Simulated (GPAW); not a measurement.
# Run report: C₂H₃P, property calculation

The run: property calculation of C₂H₃P (1-phosphapropyne), SMILES CC#P. Method and program: OLYP/real-space grid, dispersion D4, scalar-relativistic datasets (GPAW 26.7.0).

The geometry comes from this level: GFN2-xTB. Figures and captions count atoms from 1; the log counts them from 0 in places.

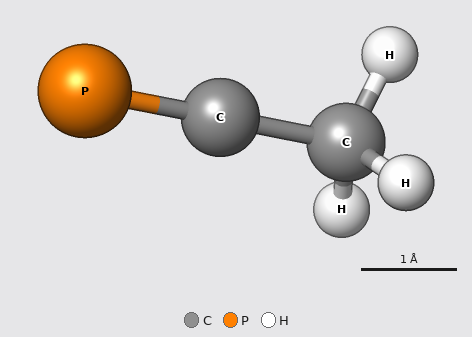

*The structure (ball-and-stick view, seen at a tilt).*

Key numbers

- outcome: converged
- energy relative to the program's reference atoms: −31.8981 eV
- dispersion energy: −0.018655 hartree
- largest force: 0.346 eV/Å
- HOMO: −6.24 eV
- LUMO: −1.78 eV
- dipole moment: 1.78 D
- hardware: 1 thread of Arm Neoverse V1, 24 GiB of memory available, shared host
- wall time: 27 s
- peak memory: 0.71 GiB

Further notes kept with the run: datasets made with stock radii, not tested.

The input (run.py)
```python
import numpy as np
from ase import Atoms
from ase.calculators.mixing import SumCalculator
from ase.units import Bohr, Debye
from dftd4.ase import DFTD4
from gpaw import GPAW, setup_paths
from gpaw.analyse.hirshfeld import HirshfeldPartitioning
from gpaw.atom.configurations import parameters
from gpaw.atom.generator import Generator

# Geometry
positions_bohr = np.array(
              [[ -0.580278,   0.715110,  -0.478044],
               [  0.947376,  -1.155643,   0.778737],
               [  2.582726,  -3.180409,   2.128909],
               [ -2.108670,  -0.194207,  -1.524914],
               [  0.565349,   1.804802,  -1.803158],
               [ -1.406485,   2.010328,   0.898451]])
atoms = Atoms(["C", "C", "P", "H", "H", "H"], positions=positions_bohr * Bohr)
atoms.set_cell([13.0, 13.0, 13.0])
atoms.center()

# PAW datasets for this functional
for symbol in ["C", "H", "P"]:
    Generator(symbol, xcname="GGA_X_OPTX+GGA_C_LYP", scalarrel=True, nofiles=True, txt=None).run(**parameters[symbol])
setup_paths.insert(0, ".")

# DFT calculator
gpaw_calc = GPAW(mode="fd",
                 h=0.2,
                 xc="GGA_X_OPTX+GGA_C_LYP",
                 maxiter=100,
                 legacy_gpaw=True,
                 txt="-")
atoms.calc = SumCalculator([DFTD4(method="OLYP"), gpaw_calc])

energy = atoms.get_potential_energy()
print(f"Energy: {energy:.5f} eV")
forces = atoms.get_forces()
print("Forces (eV/Ang)")
for symbol, f in zip(atoms.symbols, forces):
    print(f'{symbol:2} {f[0]:9.4f} {f[1]:9.4f} {f[2]:9.4f}')
dipole = gpaw_calc.get_dipole_moment(atoms) / Debye
print(f"Dipole: {np.linalg.norm(dipole):.3f} D")
hirshfeld = HirshfeldPartitioning(gpaw_calc)
charges = hirshfeld.get_charges()
volumes = hirshfeld.get_effective_volume_ratios()
for symbol, q, v in zip(atoms.symbols, charges, volumes):
    print(f'{symbol:2} charge {q:7.3f}  volume ratio {v:6.3f}')
```

Command:
```bash
python run.py
```

Output
```
___ ___ ___ _ _ _
 |   |   |_  | | | |
 | | | | | . | | | |
 |__ |  _|___|_____|  26.7.0
 |___|_|

units:  Angstrom and eV
cores:  1
OpenMP: False

Versions:
  Python: 3.12.14
  ASE:    3.29.0
  Numpy:  2.5.5
  Scipy:  1.18.1
  Libxc:  7.0.0

        _gpaw.cpython-312-aarch64-linux-gnu.so

Input parameters:
  h: 0.2
  maxiter: 100
  mode: fd
  xc: GGA_X_OPTX+GGA_C_LYP

System changes: positions, numbers, cell, pbc, initial_charges, initial_magmoms

Initialize ...

species:
  C:
    name:    Carbon
    Z:       6.0
    valence: 4
    core:    2
    charge:  0.0  # [|e|]
    file:    C.GGA_X_OPTX+GGA_C_LYP
    compensation charges:
      type: gauss
      rc: 0.20  # [Å]
      lmax: 2
    cutoffs:
      filter: 1.14  # [Å]
      core: 1.14  # [Å]
    projectors
    | kind |    occ | energy [eV] | rcut [Å] |
    |------|--------|-------------|----------|
    |   2s |  2.000 |     -13.806 |    0.635 |
    |   2p |  2.000 |      -5.153 |    0.635 |
    |    s |        |      13.405 |    0.635 |
    |    p |        |      22.059 |    0.635 |
    |    d |        |       0.000 |    0.635 |

    Using partial waves for C as LCAO basis

  P:
    name:    Phosphorus
    Z:       15.0
    valence: 5
    core:    10
    charge:  0.0  # [|e|]
    file:    P.GGA_X_OPTX+GGA_C_LYP
    compensation charges:
      type: gauss
      rc: 0.30  # [Å]
      lmax: 2
    cutoffs:
      filter: 1.69  # [Å]
      core: 1.81  # [Å]
    projectors
    | kind |    occ | energy [eV] | rcut [Å] |
    |------|--------|-------------|----------|
    |   3s |  2.000 |     -13.857 |    0.953 |
    |   3p |  3.000 |      -5.382 |    0.953 |
    |    s |        |      13.354 |    0.953 |
    |    p |        |      21.830 |    0.953 |
    |    d |        |       0.000 |    0.953 |

    Using partial waves for P as LCAO basis

  H:
    name:    Hydrogen
    Z:       1.0
    valence: 1
    core:    0
    charge:  0.0  # [|e|]
    file:    H.GGA_X_OPTX+GGA_C_LYP
    compensation charges:
      type: gauss
      rc: 0.15  # [Å]
      lmax: 2
    cutoffs:
      filter: 0.85  # [Å]
      core: 0.53  # [Å]
    projectors
    | kind |    occ | energy [eV] | rcut [Å] |
    |------|--------|-------------|----------|
    |   1s |  1.000 |      -6.487 |    0.476 |
    |    s |        |      20.724 |    0.476 |
    |    p |        |       0.000 |    0.476 |

    Using partial waves for H as LCAO basis

Reference energy: -11403.227678  # eV

Spin-paired calculation

Convergence criteria:
 Maximum [total energy] change in last 3 cyles: 0.0005 eV / valence electron
 Maximum integral of absolute [dens]ity change: 0.0001 electrons / valence electron
 Maximum integral of absolute [eigenst]ate change: 4e-08 eV^2 / valence electron
 Maximum number of scf [iter]ations: 100
 (Square brackets indicate name in SCF output, whereas a 'c' in
 the SCF output indicates the quantity has converged.)

Symmetries present (total): 1

  ( 1  0  0)
  ( 0  1  0)
  ( 0  0  1)

1 k-point (Gamma)
1 k-point in the irreducible part of the Brillouin zone
       k-points in crystal coordinates                weights
   0:     0.00000000    0.00000000    0.00000000          1/1

Wave functions: Uniform real-space grid
  Kinetic energy operator: 6*3+1=19 point O(h^6) finite-difference Laplacian
  ScaLapack parameters: grid=1x1, blocksize=None
  Wavefunction extrapolation:
    Improved wavefunction reuse through dual PAW basis

Occupation numbers: # Zero width

Eigensolver
   Davidson(niter=2)

Densities:
  Coarse grid: 64*64*64 grid
  Fine grid: 128*128*128 grid
  Total Charge: 0.000000

Density mixing:
  Method: separate
  Backend: msr1
  Linear mixing parameter: 0.05
  old densities: 10
  Width of damping distribution: 1.1
  Damping of long wavelength oscillations: 1  # (no daming)

Hamiltonian:
  XC and Coulomb potentials evaluated on a 128*128*128 grid
  Using the GGA_X_OPTX+GGA_C_LYP Exchange-Correlation functional
  Interpolation: tri-quintic (5. degree polynomial)
  Poisson solver: FastPoissonSolver using
    Stencil: 6*3+1=19 point O(h^6) finite-difference Laplacian
    FFT axes: []
    FST axes: [np.int64(0), np.int64(1), np.int64(2)]

XC parameters: GGA_X_OPTX+GGA_C_LYP with 2 nearest neighbor stencil

Memory estimate:
  Process memory now: 328.17 MiB
  Calculator: 189.48 MiB
    Density: 92.62 MiB
      Arrays: 50.70 MiB
      Localized functions: 3.77 MiB
      Mixer: 38.15 MiB
    Hamiltonian: 33.46 MiB
      Arrays: 33.16 MiB
      XC: 0.00 MiB
      Poisson: 0.00 MiB
      vbar: 0.29 MiB
    Wavefunctions: 63.40 MiB
      Arrays psit_nG: 26.71 MiB
      Eigensolver: 36.26 MiB
      Projections: 0.01 MiB
      Projectors: 0.42 MiB

Total number of cores used: 1

Number of atoms: 6
Number of atomic orbitals: 15
Number of bands in calculation: 14
Number of valence electrons: 16
Bands to converge: occupied

... initialized

Initializing position-dependent things.

Density initialized from atomic densities
Creating initial wave functions:
  14 bands from LCAO basis set

         .-------------------------------.
        /|                               |
       / |                               |
      /  |                               |
     /   |                               |
    /    |                               |
   /     |                               |
  /      |                               |
 *       |                               |
 |       |                               |
 |       |                               |
 |       |          H                    |
 |       |          C CP                 |
 |       |        H   H                  |
 |       |                               |
 |       |                               |
 |       .-------------------------------.
 |      /                               /
 |     /                               /
 |    /                               /
 |   /                               /
 |  /                               /
 | /                               /
 |/                               /
 *-------------------------------*

Atomic positions and initial magnetic moments

Positions:
   0 C      6.067500    7.188010    6.160840    ( 0.0000,  0.0000,  0.0000)
   1 C      6.875900    6.198050    6.825900    ( 0.0000,  0.0000,  0.0000)
   2 P      7.741290    5.126590    7.540380    ( 0.0000,  0.0000,  0.0000)
   3 H      5.258710    6.706820    5.606860    ( 0.0000,  0.0000,  0.0000)
   4 H      6.673740    7.764650    5.459620    ( 0.0000,  0.0000,  0.0000)
   5 H      5.630290    7.873410    6.889250    ( 0.0000,  0.0000,  0.0000)

Unit cell:
           periodic     x           y           z      points  spacing
  1. axis:    no    13.000000    0.000000    0.000000    64     0.2031
  2. axis:    no     0.000000   13.000000    0.000000    64     0.2031
  3. axis:    no     0.000000    0.000000   13.000000    64     0.2031

  Lengths:  13.000000  13.000000  13.000000
  Angles:   90.000000  90.000000  90.000000

Effective grid spacing dv^(1/3) = 0.2031

iter:   1 00:00:02   -35.281319
iter:   2 00:00:03   -34.446984   +0.21  -0.61
iter:   3 00:00:04   -31.547135   +0.40  -0.66
iter:   4 00:00:05   -31.438169   -0.18  -1.07
iter:   5 00:00:06   -31.418284   -0.41  -1.32
iter:   6 00:00:07   -31.390063   -1.10  -1.70
iter:   7 00:00:08   -31.390773   -1.70  -2.38
iter:   8 00:00:09   -31.390457c  -2.60  -2.56
iter:   9 00:00:10   -31.390486c  -3.10  -3.02
iter:  10 00:00:11   -31.390481c  -3.44  -3.24
iter:  11 00:00:12   -31.390484c  -3.81  -3.56
iter:  12 00:00:14   -31.390480c  -4.35  -3.62
iter:  13 00:00:15   -31.390480c  -4.79  -4.03c
iter:  14 00:00:16   -31.390480c  -5.09  -4.22c
iter:  15 00:00:17   -31.390481c  -5.61  -4.70c
iter:  16 00:00:18   -31.390481c  -5.97  -5.14c
iter:  17 00:00:19   -31.390481c  -6.28  -5.06c
iter:  18 00:00:20   -31.390481c  -6.53  -5.12c
iter:  19 00:00:21   -31.390481c  -6.58  -5.04c
iter:  20 00:00:22   -31.390481c  -7.08  -5.46c
iter:  21 00:00:23   -31.390481c  -7.74c -5.51c

Converged after 21 iterations.

Dipole moment: (-0.208108, 0.253970, -0.171031) |e|*Ang

Energy contributions relative to reference atoms: (reference = -11403.227678)

Kinetic:        +36.241658
Potential:      -39.806125
External:        +0.000000
XC:             -28.081365
Entropy (-ST):   +0.000000
Local:           +0.255352
SIC:             +0.000000
--------------------------
Free energy:    -31.390481
Extrapolated:   -31.390481

 Band  Eigenvalues  Occupancy
    0    -19.46016    2.00000
    1    -16.41272    2.00000
    2    -11.93617    2.00000
    3    -10.75436    2.00000
    4    -10.75001    2.00000
    5     -8.29867    2.00000
    6     -6.23643    2.00000
    7     -6.23510    2.00000
    8     -1.78281    0.00000
    9     -1.78121    0.00000
   10     -0.83297    0.00000
   11      0.32048    0.00000
   12      0.32555    0.00000
   13      0.51695    0.00000

Fermi level: -4.00896

Gap: 4.452 eV
Transition (v -> c):
  (s=0, k=0, n=7, [0.00, 0.00, 0.00]) -> (s=0, k=0, n=8, [0.00, 0.00, 0.00])
No difference between direct/indirect transitions
Energy: -31.89811 eV

Forces in eV/Ang:
  0 C    -0.05409    0.06520   -0.05252
  1 C     0.19249   -0.26446    0.18889
  2 P     0.12685   -0.14139    0.10137
  3 H    -0.18259    0.00966   -0.12471
  4 H     0.01674    0.18466   -0.16432
  5 H    -0.12755    0.16722    0.06025

Forces (eV/Ang)
C    -0.0104    0.0116   -0.0166
C     0.1744   -0.2423    0.1740
P     0.0643   -0.0644    0.0498
H    -0.1616    0.0051   -0.1090
H     0.0172    0.1650   -0.1466
H    -0.1120    0.1459    0.0574
Dipole: 1.778 D
C  charge  -0.092  volume ratio  0.764
C  charge  -0.081  volume ratio  0.888
P  charge  -0.009  volume ratio  0.949
H  charge   0.061  volume ratio  0.606
H  charge   0.061  volume ratio  0.605
H  charge   0.061  volume ratio  0.605
```

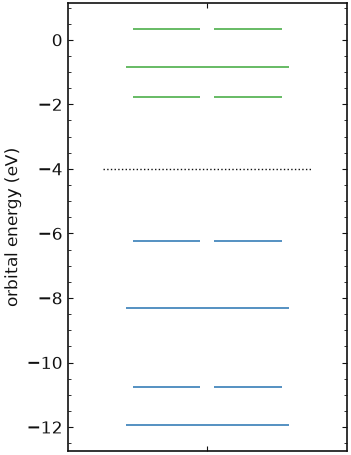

*Orbital energies near the frontier; the dotted line parts filled from empty levels, and levels within 0.02 eV of each other stand side by side.*

Highest filled −6.24 eV, lowest empty −1.78 eV, 4.46 eV apart.

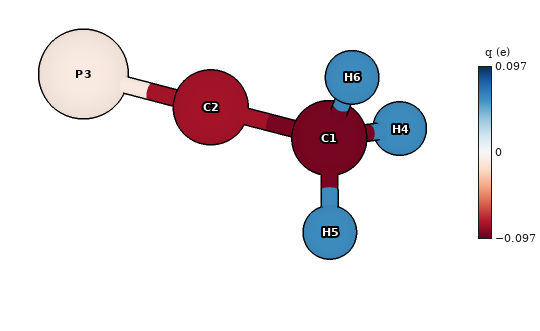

*Hirshfeld charges, as the colour of each atom (ball-and-stick view, seen at a tilt; atoms are numbered from 1 in the order of the input).*

By element: C −0.09 to −0.08, P −0.01 and H +0.06 e.
